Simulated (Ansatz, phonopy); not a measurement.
# Quasi-harmonic thermodynamics of CsH (Fm-3m), part 2 of 3

How much does CsH expand with temperature?

Ansatz 0.2.0; DFT LDA, scalar-relativistic, plane waves, PAW.

So far. Step 2 (Probe on a coarse mesh): The start is under -1.3 GPa at this level and looks like an insulator or semiconductor on this mesh. Step 5 (Tight relaxation): The residual pressure is -3.1e-4 GPa, small enough for phonons. The relaxed cell has a = 6.097 Å (conventional setting).

The database entry behind the starting cell differs from later determinations by our own check (0.1 to 0.3 % short, probably kX units), so it need not match the best structure at ambient conditions.

## Step 7: The quasi-harmonic study, q-mesh 2×2×2

Thermal expansion follows from how the free energy of the vibrations (and of the electrons in a metal) changes with strain, so the program makes strained cells, their phonons and a fit in one run.

input.yaml

```yaml
crystal:
  lattice:
    - [0.0, 3.0486175218, 3.0486175218]
    - [3.0486175218, 0.0, 3.0486175218]
    - [3.0486175218, 3.0486175218, 0.0]
  atoms:
    - { symbol: Cs, position: [0.0, 0.0, 0.0] }
    - { symbol: H, position: [0.5, 0.5, 0.5] }
kpoints:
  mp_grid: { grid: [8, 8, 8] }
hamiltonian:
  xc: lda
scf:
  occupations: { method: fixed }
output:
  eigenvalues: true
phonons:
  method: dfpt
  qmesh: [2, 2, 2]
  temperatures: { t_max: 500.0, t_step: 25 }
  thermal_expansion: {}
```

Command:

```
$ ansatz run input.yaml --threads 2 --pin off --max-ram 5120MiB --backend cpu --events-out ev --progress --plain --runs-dir out
```

Numbers of over 12 decimals in the logs are rounded to 6 here.

What it wrote:

```text
[...]
Crystal: 2 atoms, lattice volume = 56.668 Å³
Basis set: ecut = 487.2 eV, 1411 PW (Γ), exchange–correlation on 64×64×64 points (8 copies of the dense FFT grid, shifted against one another)
Bands: 9, of which v1, the nominal top of the filled ones, is band 5 counted from 1 (4 counted from 0)
Symmetry: 48 space group operations
[...]
k-points: 29 of 512
[...]
SCF iter   1: F=—  HF=-5520.940797 eV  |F-HF|=—  |Δ(HF+E_count)|=         —  Δρ=8.00e-3  dr2=3.69e-2  ethr=1.77e-3  ⟨swp⟩=4.1  Hψ=1661  notcnv=0  defer=51
[...]
SCF iter   7: F=-5520.927616 eV  HF=-5520.927616 eV  |F-HF|=9.09e-13  |Δ(HF+E_count)|=  9.73e-11  Δρ=1.04e-7  dr2=3.60e-12  ethr=1.00e-12  ⟨swp⟩=8.1  Hψ=1780  notcnv=0
SCF 1 converged in 7 iterations: F = -5520.927616 eV  dr2 = 3.60e-12
[...]
relax step   1: F+E_penalty+E_count = -5520.92761637 eV  Δ(F+E_penalty+E_count) = +0.000e0 eV  max|allowed force component| = 4.503e-30 eV/Å  Δτ_max = 0.0000 Å  (7 SCF iters, accepted)
SCF converged after 7 iterations
Free energy (F): -5520.927616 eV
[...]
Internal energy: -5520.927616 eV  (E = F + TS)
E sigma→0 (E₀):  -5520.927616 eV
Fermi energy:    4.248707 eV
[...]
--- Stress (GPa, compression-positive) ---
       -0.001407       0.000000      -0.000000
        0.000000      -0.001407       0.000000
       -0.000000      -0.000000      -0.001407
  P = ⅓ Tr σ = -0.0014 GPa (-0.014 kbar)
--- Band table (eV; the first three rows and the last of 29) ---
[...]
── thermal expansion: 3 new cells, 3 in all ──
thermal expansion: relaxation of cell 2
thermal expansion: relaxation of cell 3
── thermal expansion: 2 new cells, 5 in all ──
thermal expansion: relaxation of cell 4
thermal expansion: lower-state search of cell 4
thermal expansion: phonons of cell 4
thermal expansion: relaxation of cell 5
thermal expansion: phonons of cell 5
── thermal expansion: 7 new cells, 12 in all ──
thermal expansion: relaxation of cell 6
thermal expansion: relaxation of cell 7
thermal expansion: relaxation of cell 8
thermal expansion: relaxation of cell 9
thermal expansion: relaxation of cell 10
thermal expansion: relaxation of cell 11
thermal expansion: relaxation of cell 12
thermal expansion: phonons of cell 6
thermal expansion: phonons of cell 7
thermal expansion: phonons of cell 8
thermal expansion: phonons of cell 9
--- Relaxed structure (1 steps of the walk, 1 accepted, 0 SCFs on fresh bases) ---
  F+E_penalty+E_count = -5520.92761637 eV   max|allowed force component| = 4.503e-30 eV/Å
  atoms:
    - { symbol: Cs, position: [0.0, 0.0, 0.0] }
    - { symbol: H, position: [0.500000, 0.500000, 0.500000] }
--- Thermal expansion: 12 cells in 3 rounds, 0 GPa ---
  no lower state was reached at cell 4
  without vibrations: a 4.31123, b 4.31123, c 4.31123 Å, V 56.6617 Å³, B 11.95 GPa
  at 0 K: a 4.35919, b 4.35919, c 4.35919 Å, V 58.5736 Å³, B 11.05 GPa
  zero-point expansion: a +1.112, b +1.112, c +1.112, V +3.374 %
      T/K        a/Å        b/Å        c/Å       V/Å³ | expansion of a, b, c, V (1e-6/K)   | that of V in the mean from 25 °C | C_P, C_V (J/mol K of the cell) | B_T, B_S (GPa)
     0.00    4.35919    4.35919    4.35919    58.5736 |    0.00    0.00    0.00    0.00 |   46.93 |     0.000     0.000 |    11.05    11.05
    50.00    4.36012    4.36012    4.36012    58.6112 |    7.64    7.64    7.64   22.91 |   53.84 |    21.907    21.897 |    10.94    10.95
   100.00    4.36200    4.36200    4.36200    58.6868 |    9.76    9.76    9.76   29.28 |   61.00 |    24.928    24.896 |    10.75    10.76
   150.00    4.36460    4.36460    4.36460    58.7919 |   14.53   14.53   14.53   43.60 |   69.65 |    28.751    28.645 |    10.51    10.55
   200.00    4.36844    4.36844    4.36844    58.9471 |   20.66   20.66   20.66   61.97 |   78.51 |    33.324    33.046 |    10.22    10.31
   250.00    4.37360    4.37360    4.37360    59.1564 |   26.48   26.48   26.48   79.43 |   86.89 |    37.390    36.834 |     9.90    10.05
   298.15    4.37971    4.37971    4.37971    59.4049 |   31.47   31.47   31.47   94.42 |       - |    40.567    39.657 |     9.57     9.79
   325.00    4.38357    4.38357    4.38357    59.5619 |   34.04   34.04   34.04  102.12 |   98.44 |    42.060    40.919 |     9.38     9.64
   375.00    4.39154    4.39154    4.39154    59.8872 |   38.54   38.54   38.54  115.62 |  105.65 |    44.425    42.795 |     9.01     9.35
   425.00    4.40048    4.40048    4.40048    60.2540 |   42.87   42.87   42.87  128.61 |  112.69 |    46.400    44.199 |     8.63     9.06
   475.00    4.41041    4.41041    4.41041    60.6625 |   47.24   47.24   47.24  141.72 |  119.71 |    48.132    45.263 |     8.23     8.75
   500.00    4.41574    4.41574    4.41574    60.8830 |   49.50   49.50   49.50  148.50 |  123.27 |    48.944    45.699 |     8.03     8.60
  the static fit leaves 0.000 meV an atom of the energies and, of the stresses, 0.000 GPa of each cell's largest along a strain (root mean squares over the cells), whose Pulay part it has at -0.007 GPa
  vibrations' free energy: its fit leaves 0.0000 meV an atom at the most
  the electrons' free energy at temperature is not in it: every band gap is over 0.52 eV
  free energies summed between the sampled wave vectors
  estimated error of the fitted expansion in any direction: up to 0.224e-6/K, at 500 K (an estimate, not a bound: it was exceeded on models of known expansion)
  by sums over the sampled wave vectors an expansion of the volume parts by up to 26.29e-6/K
  by a static energy of one degree less an expansion of the volume parts by up to 0.09e-6/K
  the FFT grids of the static calculations differ: 32 × 32 × 32, 36 × 36 × 36
  band gaps on the cells' k-points are 1.697 to 1.920 eV
```

Wall time 4.2 min (2 threads of Arm Neoverse V2, shared host); peak memory 0.59 GiB; 6.2 min of CPU time.

Numbers from this step:

| Property | Result |
| --- | --- |
| pressure | -0.001407 GPa |
| volume expansion coefficient at 298 K | 94.42 1e-6/K |
| C_P at 298 K | 20.28 J/mol-atom/K |
| entropy at 298 K | 36.43 J/mol-atom/K |
| isothermal bulk modulus at 298 K | 9.571 GPa |
| Grüneisen parameter at 298 K | 0.8153 |
| volume at 298 K | 29.70 Å³/atom |
| principal linear expansion coefficients at 298 K | 31.47, 31.47, 31.47 1e-6/K |

Strained cells of the study; zero-point energy where phonons were solved; the pressures are stresses at a fixed cutoff and can carry an offset from the finite basis. Expansion cells, by row:

```csv
cell,|a| (Å),|b| (Å),|c| (Å),V (Å³/atom),E - E_lowest (meV/atom),"pressure, compression positive (GPa)",gap (eV),zero-point energy (meV/atom)
1,4.311,4.311,4.311,28.33,0,-0.008,1.751,-
2,4.346,4.346,4.346,29.02,0.601,-0.281,1.792,-
3,4.277,4.277,4.277,27.66,0.606,0.29,1.708,-
4,4.311,4.311,4.311,28.34,0,-0.009,1.751,56.73
5,4.333,4.333,4.333,28.76,0.24,-0.182,1.777,55.7
6,4.36,4.36,4.36,29.31,1.19,-0.387,1.808,54.42
7,4.385,4.385,4.385,29.8,2.644,-0.559,1.835,53.27
8,4.409,4.409,4.409,30.31,4.648,-0.72,1.861,52.13
9,4.434,4.434,4.434,30.83,7.187,-0.87,1.886,51
10,4.269,4.269,4.269,27.5,0.952,0.369,1.697,-
11,4.29,4.29,4.29,27.91,0.234,0.175,1.724,-
12,4.47,4.47,4.47,31.57,11.67,-1.066,1.92,-
```

Quasi-harmonic; a, b, c are the run's own cell vectors. Expansion, by row:

```csv
T (K),a (Å),b (Å),c (Å),alpha (deg),beta (deg),gamma (deg),cell volume (Å³/cell),alpha_a (1e-6/K),alpha_b (1e-6/K),alpha_c (1e-6/K),alpha_V (1e-6/K),C_P (J/mol-atom/K),C_V (J/mol-atom/K),S (J/mol-atom/K),B_T (GPa),B_S (GPa),Grueneisen,extrapolation,fit error (1e-6/K)
0,4.359,4.359,4.359,60,60,60,58.57,0,0,0,0,0,0,0,11.05,11.05,-,0,0
25,4.359,4.359,4.359,60,60,60,58.58,5.08,5.08,5.08,15.23,7.707,7.706,4.464,11.02,11.02,0.384,0,0.01
50,4.36,4.36,4.36,60,60,60,58.61,7.64,7.64,7.64,22.91,10.95,10.95,11.09,10.94,10.95,0.404,0,0.01
75,4.361,4.361,4.361,60,60,60,58.65,8.54,8.54,8.54,25.63,11.83,11.82,15.72,10.85,10.86,0.415,0,0.01
100,4.362,4.362,4.362,60,60,60,58.69,9.76,9.76,9.76,29.28,12.46,12.45,19.21,10.75,10.76,0.447,0,0.01
125,4.363,4.363,4.363,60,60,60,58.73,11.82,11.82,11.82,35.45,13.31,13.29,22.08,10.63,10.66,0.502,0,0.01
150,4.365,4.365,4.365,60,60,60,58.79,14.53,14.53,14.53,43.6,14.38,14.32,24.6,10.51,10.55,0.566,0,0.01
175,4.366,4.366,4.366,60,60,60,58.86,17.57,17.57,17.57,52.71,15.53,15.44,26.9,10.37,10.43,0.628,0,0.02
200,4.368,4.368,4.368,60,60,60,58.95,20.66,20.66,20.66,61.97,16.66,16.52,29.05,10.22,10.31,0.68,0,0.02
225,4.371,4.371,4.371,60,60,60,59.05,23.64,23.64,23.64,70.93,17.73,17.52,31.07,10.07,10.18,0.724,0,0.03
250,4.374,4.374,4.374,60,60,60,59.16,26.48,26.48,26.48,79.43,18.7,18.42,32.99,9.9,10.05,0.761,0,0.03
275,4.377,4.377,4.377,60,60,60,59.28,29.14,29.14,29.14,87.43,19.56,19.2,34.81,9.73,9.92,0.791,0,0.04
298.1,4.38,4.38,4.38,60,60,60,59.4,31.47,31.47,31.47,94.42,20.28,19.83,36.43,9.57,9.79,0.815,0,0.05
300,4.38,4.38,4.38,60,60,60,59.42,31.66,31.66,31.66,94.97,20.34,19.88,36.55,9.56,9.78,0.817,0,0.05
325,4.384,4.384,4.384,60,60,60,59.56,34.04,34.04,34.04,102.1,21.03,20.46,38.21,9.38,9.64,0.84,0,0.06
350,4.387,4.387,4.387,60,60,60,59.72,36.33,36.33,36.33,109,21.65,20.96,39.79,9.2,9.5,0.86,0,0.06
375,4.392,4.392,4.392,60,60,60,59.89,38.54,38.54,38.54,115.6,22.21,21.4,41.3,9.01,9.35,0.878,0,0.07
400,4.396,4.396,4.396,60,60,60,60.07,40.71,40.71,40.71,122.1,22.73,21.77,42.75,8.82,9.21,0.895,0,0.08
425,4.4,4.4,4.4,60,60,60,60.25,42.87,42.87,42.87,128.6,23.2,22.1,44.14,8.63,9.06,0.911,0,0.08
450,4.405,4.405,4.405,60,60,60,60.45,45.04,45.04,45.04,135.1,23.64,22.38,45.48,8.43,8.91,0.926,0,0.09
475,4.41,4.41,4.41,60,60,60,60.66,47.24,47.24,47.24,141.7,24.07,22.63,46.77,8.23,8.75,0.941,0,0.13
500,4.416,4.416,4.416,60,60,60,60.88,49.5,49.5,49.5,148.5,24.47,22.85,48.02,8.03,8.6,0.956,0,0.22
```

The expansion coefficient by temperature; values in 1e-6/K:

```csv
temperature (K),volume,principal 1
0,0,0
25,15.2,5.08
50,22.9,7.64
75,25.6,8.54
100,29.3,9.76
125,35.5,11.8
150,43.6,14.5
175,52.7,17.6
200,62.0,20.7
225,70.9,23.6
250,79.4,26.5
275,87.4,29.1
298,94.4,31.5
300,95.0,31.7
325,102,34.0
350,109,36.3
375,116,38.5
400,122,40.7
425,129,42.9
450,135,45.0
475,142,47.2
500,148,49.5
```

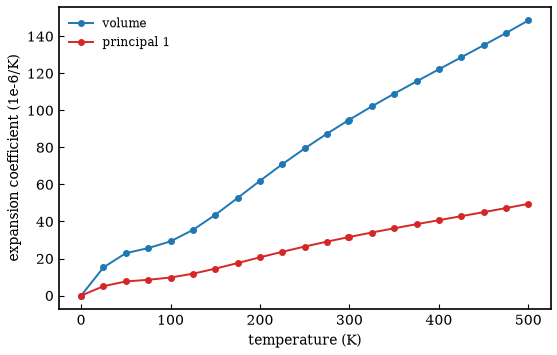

Expansion coefficient against temperature.

At 298 K the volume expansion is 94.4 × 10⁻⁶/K and B_T is 9.57 GPa. The program raised the cutoff to 487.2 eV by itself: with no cutoff typed, the study takes about 1.16 times the default for its relaxations and scales it with the volume for the phonons.

## Step 8: Quasi-harmonic fit by phonopy

This step: DFT LDA, scalar-relativistic, plane waves, PAW (phonopy 4.10.0).

Numbers from this step:

```yaml
volume_expansion_coefficient_at_300_k: 95.05 1e-6/K
isothermal_bulk_modulus_at_300_k: 9.55 GPa
c_p_at_300_k: 20.34 J/mol-atom/K
grueneisen_parameter_at_300_k: 0.817
```

Energy (each curve on its own zero) against volume; values in meV/atom:

```csv
volume (Å³/atom),static,F at 0 K,F at 300 K,F at 500 K
28.335,0,2.85,3.91,5.4
28.763,0.24,2.07,2.81,3.83
29.307,1.19,1.73,2.03,2.4
29.805,2.64,2.04,1.88,1.61
30.311,4.65,2.9,2.22,1.28
30.827,7.19,4.31,3.05,1.39
```

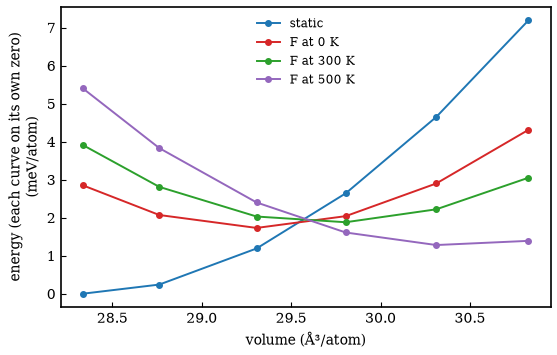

Energy (each curve on its own zero) against volume.

Phonopy-qha, vinet fit of F(V) at each temperature. Qha vinet, by row:

```csv
T (K),fitted volume (Å³/atom),alpha_V (1e-6/K),B_T (GPa),C_P (J/mol-atom/K),Grueneisen
75,29.32,25.79,10.85,12,0.4179
100,29.34,29.7,10.74,12.59,0.453
125,29.37,35.77,10.63,13.39,0.5062
150,29.4,43.76,10.5,14.42,0.5682
175,29.43,52.75,10.37,15.55,0.6278
200,29.47,61.95,10.22,16.68,0.6799
225,29.52,70.91,10.06,17.74,0.7236
250,29.58,79.43,9.89,18.7,0.76
275,29.64,87.47,9.72,19.57,0.7906
300,29.71,95.05,9.55,20.34,0.8167
325,29.78,102.2,9.37,21.04,0.8395
350,29.86,109.1,9.18,21.66,0.8598
375,29.94,115.8,9,22.22,0.8783
400,30.03,122.3,8.81,22.73,0.8954
425,30.13,128.8,8.62,23.21,0.9115
450,30.23,135.3,8.43,23.65,0.9269
475,30.33,141.8,8.23,24.07,0.9419
```

Volume expansion coefficient against temperature; values in 1e-6/K:

```csv
temperature (K),"phonopy-qha, Vinet",Ansatz's own study
75,25.8,25.6
100,29.7,29.3
125,35.8,35.5
150,43.8,43.6
175,52.8,52.7
200,62.0,62.0
225,70.9,70.9
250,79.4,79.4
275,87.5,87.4
300,95.0,95.0
325,102,102
350,109,109
375,116,116
400,122,122
425,129,129
450,135,135
475,142,142
```

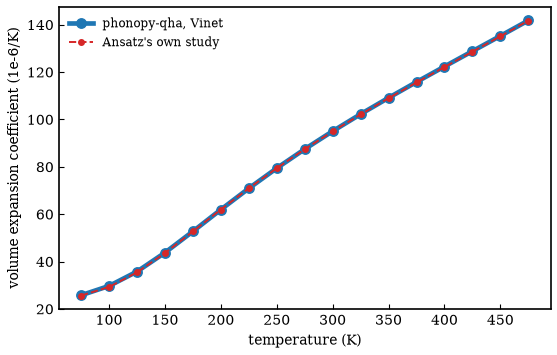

Volume expansion coefficient against temperature.

The fit gives a volume expansion of 95.0 × 10⁻⁶/K at 300 K, against 94.4 at 298 K from the study itself, whose static fit uses more cells.

(Part 2 of 3 ends here.)

[Logs are printed without paths, hosts, clocks, repeated set-up lines and the standing remarks that a program may print on its own settings, such as how far it seeks lower states.]

[Hosts, paths, dates, database ids (printed as entryN), source tags and the programs' standing remarks are cut or masked in the printed files.]

[A step with changed settings may run another functional than the one named; its input shows which.]
